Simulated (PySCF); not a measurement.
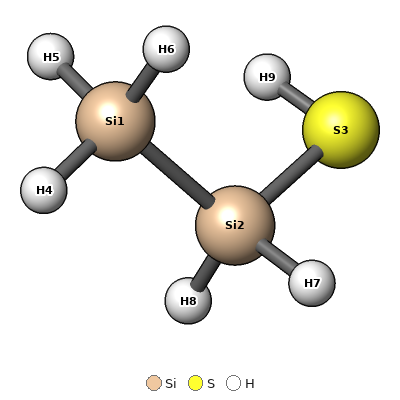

The molecule: Si₂H₆S, SMILES [SiH3][SiH2]S.

Kohn-Sham orbital energies near the frontier, PBE0/def2-SVPD, PySCF, at a GFN2-xTB geometry (no frequency check), isolated molecule; empty levels in grey, levels within 0.03 eV side by side.

### Where do the frontier orbitals lie?

HOMO at −7.25 eV, LUMO at −0.58 eV, 6.67 eV apart.

### On which atoms do HOMO and LUMO mostly sit?

HOMO: S3 70 %, Si2 11 %, H9 6 %. LUMO: Si2 32 %, S3 22 %, Si1 20 % (Löwdin shares).

### List the levels with the atoms that carry most of them (a dash for levels above zero or within 0.03 eV of another, where shares mean little).

| orbital | energy (eV) | Löwdin shares |
| --- | --- | --- |
| LUMO+1 | −0.05 | Si1 31 %, Si2 31 %, H6 9 % |
| LUMO | −0.58 | Si2 32 %, S3 22 %, Si1 20 % |
| HOMO | −7.25 | S3 70 %, Si2 11 %, H9 6 % |
| HOMO−1 | −8.79 | S3 43 %, Si2 22 %, Si1 18 % |
| HOMO−2 | −9.58 | Si2 26 %, S3 25 %, Si1 18 % |

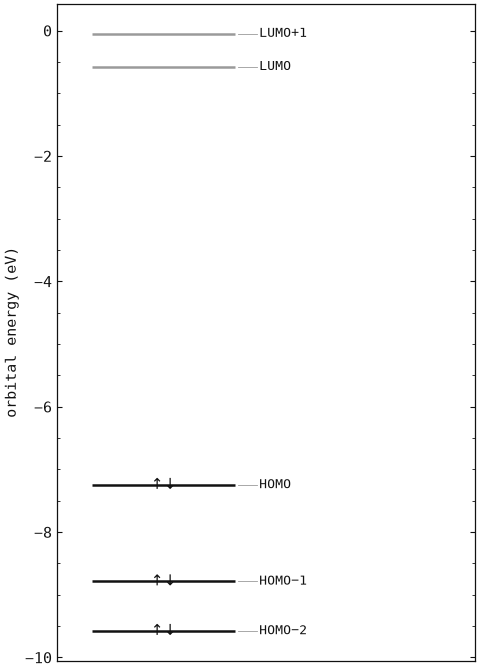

Known limits of this run: the tight-binding geometry is rougher than a DFT one and adds to the error; empty levels above zero depend strongly on the basis.
